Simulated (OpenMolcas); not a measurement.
# Excited-state calculation of AlBH$_{4}$ (part 2 of 4)

AlBH$_{4}$, SMILES [BH2][AlH2]; CASPT2/ANO-L-VDZP (OpenMolcas 26.06). The geometry comes from this level: GFN2-xTB.

Geometry of the input (Å):
```
B  0.0000  0.0000  0.0000
Al 0.0000  0.0000  2.0869
H  0.9876  0.0000  -0.6458
H  -0.9887  0.0026  -0.6442
H  -1.2787  -0.0558  2.9880
H  1.2772  0.0568  2.9900
```

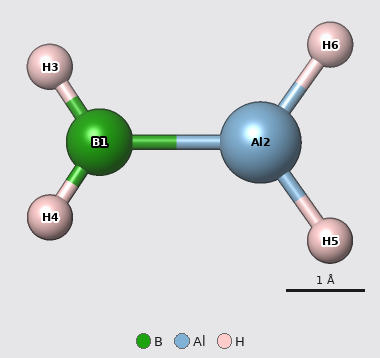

Figure 1. The structure as given in the input (ball-and-stick view, seen on its broad side; atoms are numbered from 1 in the order of the input). Sticks mark near contacts.

### Log, continued
```
         17    0.1199    0.0000
                 6 B1     2py    ( 0.4022)   7 B1     3py    ( 0.8807)  20 AL2    3px    ( 0.1025)  23 AL2    3py    (-0.4240)
                24 AL2    4py    ( 0.2764)  29 AL2    3d1-   ( 0.2005)
         18    0.1451    0.0000
                 1 B1     1s     ( 0.1306)   2 B1     2s     ( 0.7941)   3 B1     3s     ( 0.2543)   8 B1     2pz    ( 0.2087)
                 9 B1     3pz    ( 0.6405)  14 B1     3d2+   ( 0.1034)  18 AL2    4s     (-0.1942)  26 AL2    3pz    (-0.3079)
                27 AL2    4pz    (-0.7065)  30 AL2    3d0    (-0.1151)  32 AL2    3d2+   ( 0.2313)  33 H3     1s     (-0.4133)
                34 H3     2s     (-0.4394)  38 H4     1s     (-0.4179)  39 H4     2s     (-0.4429)  43 H5     1s     (-0.1080)
                44 H5     2s     (-0.2341)  48 H6     1s     (-0.1146)  49 H6     2s     (-0.2384)
         19    0.1478    0.0000
                 4 B1     2px    (-1.5242)   5 B1     3px    (-1.8293)  19 AL2    2px    ( 0.1256)  20 AL2    3px    ( 2.2746)
                21 AL2    4px    ( 1.5665)  23 AL2    3py    ( 0.1011)  31 AL2    3d1+   (-0.1566)  33 H3     1s     ( 0.4770)
                34 H3     2s     ( 0.3749)  38 H4     1s     (-0.4757)  39 H4     2s     (-0.3728)  43 H5     1s     ( 0.7537)
                44 H5     2s     ( 0.4869)  48 H6     1s     (-0.7522)  49 H6     2s     (-0.4846)
--

      Von Neumann Entropy (Root   1) =  0.06610

      Mulliken population analysis for root number:  1
      -----------------------------------------------

++    Molecular charges:
      ------------------

      Mulliken charges per centre and basis function type
      ---------------------------------------------------

                B1      AL2     H3      H4      H5      H6
      1s       1.9983  2.0000  0.7597  0.7598  1.0965  1.0964
      2s       1.0481  1.9978  0.0261  0.0260  0.0171  0.0171
      2px      1.1352  1.9984  0.0137  0.0137  0.0097  0.0097
      2pz      1.0369  1.9998  0.0125  0.0125  0.0070  0.0071
      2py      0.0101  2.0000  0.0002  0.0002  0.0001  0.0001
      3s       0.0043  0.8879  0.0000  0.0000  0.0000  0.0000
      3px      0.0650  0.5871  0.0000  0.0000  0.0000  0.0000
      3pz      0.0657  0.6924  0.0000  0.0000  0.0000  0.0000
      3py     -0.0000  0.0055  0.0000  0.0000  0.0000  0.0000
      4s       0.0000  0.0110  0.0000  0.0000  0.0000  0.0000
      3d2+     0.0178  0.0334  0.0000  0.0000  0.0000  0.0000
      3d1+     0.0598  0.1862  0.0000  0.0000  0.0000  0.0000
      3d0      0.0163  0.0588  0.0000  0.0000  0.0000  0.0000
      3d1-     0.0002  0.0011  0.0000  0.0000  0.0000  0.0000
      3d2-    -0.0000  0.0003  0.0000  0.0000  0.0000  0.0000
      4px      0.0000  0.0847  0.0000  0.0000  0.0000  0.0000
      4pz      0.0000  0.1128  0.0000  0.0000  0.0000  0.0000
      4py      0.0000  0.0002  0.0000  0.0000  0.0000  0.0000
      Total    5.4577 12.6575  0.8121  0.8121  1.1304  1.1303

      N-E     -0.4577  0.3425  0.1879  0.1879 -0.1304 -0.1303

      Total electronic charge=   22.000000

      Total            charge=   -0.000000
--

      Expectation values of various properties for root number:  1
      -----------------------------------------------------------

++    Molecular properties:
      ---------------------

      Charge (e):
                      =   -0.0000
      Dipole Moment (debye):
      Origin of the operator (angstrom)=   -0.0001    0.0001    1.4524
                   X=  1.7456E-03               Y= -1.7562E-03               Z= -9.2081E-01           Total=  9.2081E-01
      Quadrupole Moment (debye*angstrom):
      Origin of the operator (angstrom)=   -0.0001    0.0001    1.4524
                  XX= -2.5528E+01              XY= -2.7495E-01              XZ=  4.2326E-04              YY= -1.7042E+01
                  YZ=  1.5707E-03              ZZ= -2.6017E+01
      In traceless form (debye*angstrom)
                  XX= -3.9986E+00              XY= -4.1243E-01              XZ=  6.3488E-04              YY=  8.7302E+00
                  YZ=  2.3560E-03              ZZ= -4.7316E+00
--

      LoProp population analysis for root number:  1
      -----------------------------------------------

++    LoProp analysis:
      ----------------

++    Static properties:
      ------------------

      LoProp Charges per center

                   B1       AL2      H3       H4       H5       H6
      Nuclear      5.0000  13.0000   1.0000   1.0000   1.0000   1.0000
      Electronic  -5.2357 -12.3221  -1.0026  -1.0026  -1.2185  -1.2185

      Total       -0.2357   0.6779  -0.0026  -0.0026  -0.2185  -0.2185
--

      Natural Bond Order analysis for root number:  1

++    Natural Bond Order analysis
      ---------------------------
      Based on LoProp computed density
      -------------------------------------------------------------------------------------
      Atom A       Atom B       Bond Order
      -------------------------------------------------------------------------------------
      NBO located      1.001 non-bonded electrons on atom B1
      NBO located      0.996 non-bonded electrons on atom AL2
      NBO located      0.997 non-bonded electrons on atom AL2
      NBO located      1.000 non-bonded electrons on atom AL2
      NBO located      1.003 non-bonded electrons on atom AL2
      NBO located      1.000 non-bonded electrons on atom AL2
      The remaining    7.135 electrons are to be considered as diffuse
--

--

      Von Neumann Entropy (Root   2) =  1.00000

      Mulliken population analysis for root number:  2
      -----------------------------------------------

++    Molecular charges:
      ------------------

      Mulliken charges per centre and basis function type
      ---------------------------------------------------

                B1      AL2     H3      H4      H5      H6
      1s       1.9983  2.0000  0.7202  0.7202  1.0655  1.0655
      2s       1.0320  1.9978  0.0229  0.0228  0.0170  0.0170
      2px      1.1352  1.9984  0.0128  0.0129  0.0095  0.0095
      2pz      0.5883  1.9997  0.0100  0.0100  0.0067  0.0067
      2py      0.6382  2.0000  0.0105  0.0105  0.0015  0.0015
      3s       0.0031  0.8594  0.0000  0.0000  0.0000  0.0000
      3px      0.0650  0.5875  0.0000  0.0000  0.0000  0.0000
      3pz      0.0262  0.4796  0.0000  0.0000  0.0000  0.0000
      3py     -0.0037  0.2764  0.0000  0.0000  0.0000  0.0000
      4s       0.0000  0.0050  0.0000  0.0000  0.0000  0.0000
      3d2+     0.0149  0.0278  0.0000  0.0000  0.0000  0.0000
      3d1+     0.0598  0.1862  0.0000  0.0000  0.0000  0.0000
      3d0      0.0135  0.0491  0.0000  0.0000  0.0000  0.0000
      3d1-     0.0105  0.0550  0.0000  0.0000  0.0000  0.0000
      3d2-    -0.0000  0.0002  0.0000  0.0000  0.0000  0.0000
      4px      0.0000  0.0847  0.0000  0.0000  0.0000  0.0000
      4pz      0.0000  0.0576  0.0000  0.0000  0.0000  0.0000
      4py      0.0000  0.0010  0.0000  0.0000  0.0000  0.0000
      Total    5.5814 12.6654  0.7764  0.7764  1.1003  1.1002

      N-E     -0.5814  0.3346  0.2236  0.2236 -0.1003 -0.1002

      Total electronic charge=   22.000000

      Total            charge=   -0.000000
--

      Expectation values of various properties for root number:  2
      -----------------------------------------------------------

++    Molecular properties:
      ---------------------

      Charge (e):
                      =   -0.0000
      Dipole Moment (debye):
      Origin of the operator (angstrom)=   -0.0001    0.0001    1.4524
                   X=  1.7026E-03               Y= -5.8447E-04               Z= -1.1758E-01           Total=  1.1759E-01
      Quadrupole Moment (debye*angstrom):
      Origin of the operator (angstrom)=   -0.0001    0.0001    1.4524
                  XX= -2.5617E+01              XY= -1.9017E-01              XZ=  1.2032E-03              YY= -2.2709E+01
                  YZ= -4.0800E-03              ZZ= -2.4427E+01
      In traceless form (debye*angstrom)
                  XX= -2.0490E+00              XY= -2.8525E-01              XZ=  1.8048E-03              YY=  2.3135E+00
                  YZ= -6.1200E-03              ZZ= -2.6441E-01
--

      LoProp population analysis for root number:  2
      -----------------------------------------------

++    LoProp analysis:
      ----------------

++    Static properties:
      ------------------

      LoProp Charges per center

                   B1       AL2      H3       H4       H5       H6
      Nuclear      5.0000  13.0000   1.0000   1.0000   1.0000   1.0000
      Electronic  -5.3772 -12.3588  -0.9541  -0.9539  -1.1780  -1.1780

      Total       -0.3772   0.6412   0.0459   0.0461  -0.1780  -0.1780
--

      Natural Bond Order analysis for root number:  2

++    Natural Bond Order analysis
      ---------------------------
      Based on LoProp computed density
      -------------------------------------------------------------------------------------
      Atom A       Atom B       Bond Order
      -------------------------------------------------------------------------------------
      NBO located      1.001 non-bonded electrons on atom B1
      NBO located      0.997 non-bonded electrons on atom AL2
      NBO located      0.998 non-bonded electrons on atom AL2
      NBO located      1.000 non-bonded electrons on atom AL2
      NBO located      1.000 non-bonded electrons on atom AL2
      NBO located      1.003 non-bonded electrons on atom AL2
      The remaining    7.129 electrons are to be considered as diffuse
--

--

      Von Neumann Entropy (Root   3) =  0.06610

      Mulliken population analysis for root number:  3
      -----------------------------------------------

++    Molecular charges:
      ------------------

      Mulliken charges per centre and basis function type
      ---------------------------------------------------

                B1      AL2     H3      H4      H5      H6
      1s       1.9983  2.0000  0.6808  0.6807  1.0345  1.0345
      2s       1.0159  1.9978  0.0197  0.0196  0.0169  0.0169
      2px      1.1352  1.9984  0.0120  0.0120  0.0094  0.0094
      2pz      0.1398  1.9996  0.0075  0.0074  0.0064  0.0064
      2py      1.2663  2.0000  0.0208  0.0209  0.0029  0.0029
      3s       0.0018  0.8308  0.0000  0.0000  0.0000  0.0000
      3px      0.0650  0.5878  0.0000  0.0000  0.0000  0.0000
      3pz     -0.0132  0.2669  0.0000  0.0000  0.0000  0.0000
      3py     -0.0074  0.5472  0.0000  0.0000  0.0000  0.0000
      4s       0.0000 -0.0011  0.0000  0.0000  0.0000  0.0000
      3d2+     0.0120  0.0221  0.0000  0.0000  0.0000  0.0000
      3d1+     0.0599  0.1863  0.0000  0.0000  0.0000  0.0000
      3d0      0.0107  0.0395  0.0000  0.0000  0.0000  0.0000
      3d1-     0.0208  0.1090  0.0000  0.0000  0.0000  0.0000
      3d2-    -0.0000  0.0002  0.0000  0.0000  0.0000  0.0000
      4px      0.0000  0.0847  0.0000  0.0000  0.0000  0.0000
      4pz      0.0000  0.0024  0.0000  0.0000  0.0000  0.0000
      4py      0.0000  0.0018  0.0000  0.0000  0.0000  0.0000
      Total    5.7051 12.6733  0.7408  0.7406  1.0701  1.0701

      N-E     -0.7051  0.3267  0.2592  0.2594 -0.0701 -0.0701

      Total electronic charge=   22.000000

      Total            charge=   -0.000000
--

      Expectation values of various properties for root number:  3
      -----------------------------------------------------------

++    Molecular properties:
      ---------------------

      Charge (e):
                      =   -0.0000
      Dipole Moment (debye):
      Origin of the operator (angstrom)=   -0.0001    0.0001    1.4524
                   X=  1.6654E-03               Y= -4.6789E-05               Z=  6.8566E-01           Total=  6.8566E-01
      Quadrupole Moment (debye*angstrom):
      Origin of the operator (angstrom)=   -0.0001    0.0001    1.4524
                  XX= -2.5706E+01              XY= -1.0538E-01              XZ=  1.9540E-03              YY= -2.8375E+01
                  YZ= -9.6445E-03              ZZ= -2.2838E+01
      In traceless form (debye*angstrom)
                  XX= -9.9426E-02              XY= -1.5808E-01              XZ=  2.9310E-03              YY= -4.1033E+00
                  YZ= -1.4467E-02              ZZ=  4.2027E+00
--

      LoProp population analysis for root number:  3
      -----------------------------------------------

++    LoProp analysis:
      ----------------

++    Static properties:
      ------------------

      LoProp Charges per center

                   B1       AL2      H3       H4       H5       H6
      Nuclear      5.0000  13.0000   1.0000   1.0000   1.0000   1.0000
      Electronic  -5.5187 -12.3954  -0.9055  -0.9053  -1.1375  -1.1376

      Total       -0.5187   0.6046   0.0945   0.0947  -0.1375  -0.1376
--

      Natural Bond Order analysis for root number:  3

++    Natural Bond Order analysis
      ---------------------------
      Based on LoProp computed density
      -------------------------------------------------------------------------------------
      Atom A       Atom B       Bond Order
      -------------------------------------------------------------------------------------
      NBO located      1.002 non-bonded electrons on atom B1
      NBO located      1.003 non-bonded electrons on atom AL2
      NBO located      0.999 non-bonded electrons on atom AL2
      NBO located      0.999 non-bonded electrons on atom AL2
      NBO located      1.000 non-bonded electrons on atom AL2
      NBO located      1.000 non-bonded electrons on atom AL2
      The remaining    7.123 electrons are to be considered as diffuse
--

--

      Average orbitals are written to the RASORB file
      Natural orbitals for root   1 are written to the RASORB.1 file
      Natural orbitals for root   2 are written to the RASORB.2 file
      Natural orbitals for root   3 are written to the RASORB.3 file
      Spin density orbitals for root   1 are written to the SPDORB.1 file
      Spin density orbitals for root   2 are written to the SPDORB.2 file
      Spin density orbitals for root   3 are written to the SPDORB.3 file

--- Stop Module: rasscf /rc=_RC_ALL_IS_WELL_ ---
           step7.RasOrb.3 step7.rasscf.h5 step7.SpdOrb.1 step7.SpdOrb.2 step7.SpdOrb.3 xmldump
--- Module rasscf spent 1 second ---

--- Start Module: caspt2 ---

                                              &CASPT2

                       available to each process: 1.9 GB of memory, 1 thread

++    Wave function specifications:
      -----------------------------

      Number of closed shell electrons          14
      Number of electrons in active shells       2
      Max number of holes in RAS1 space          0
      Max number of electrons in RAS3 space      0
      Number of inactive orbitals                7
      Number of active orbitals                  2
      Number of secondary orbitals              40
      Spin quantum number                      0.0
      State symmetry                             1
      Number of CSFs                             3
      Number of CASSCF root(s) available         3
      CASPT2 state passed to geometry opt.       3
      A file JOBMIX will be created
      This is a MULTI-STATE CASSCF reference
      Number of CI roots used                    3
      These are:                                 1   2   3
      Off-diagonal elements of Heff are computed
--

++    Orbital specifications:
      -----------------------

      Symmetry species                           1
                                                 a
      Frozen orbitals                            3
      Inactive orbitals                          7
      Active orbitals                            2
      Secondary orbitals                        40
      Deleted orbitals                           0
      Number of basis functions                 52
--

++    CASPT2 specifications:
      ----------------------

      Type of calculation                        XDW-CASPT2
      Fock operator                              dynamically weighted
      DW Type                                    2
      DW exponent                                1.0000E+00
      IPEA shift                                 0.25
      Real shift                                 0.00
      Imaginary shift                            0.20
      The input orbitals will be transformed to quasi-canonical
      The input states will be rotated to diagonalize the Fock operator
--

--------------------------------------------------------------------------------
 Estimated memory requirements:
  POLY3 :                   250070
  RHS:                      305524
  SIGMA :                   295920
  PRPCTL:                   407623
 Available workspace:    232489149

  H0 in the original model space basis:
                1               2               3
   1      -24.33745288      0.00000645     -0.02528686
   2        0.00000645    -24.19633426     -0.00000316
   3       -0.02528686     -0.00000316    -24.05521564

  H0 eigenvectors:
                1               2               3
   1        0.99607285      0.00004037     -0.08853741
   2       -0.00004284      1.00000000     -0.00002593
   3        0.08853741      0.00002962      0.99607285

++ CASPT2 computation for group   1

********************************************************************************
 Multi-State initialization phase begins for group   1
--------------------------------------------------------------------------------
********************************************************************************
 Compute H0 matrices for state    1
--------------------------------------------------------------------------------
```
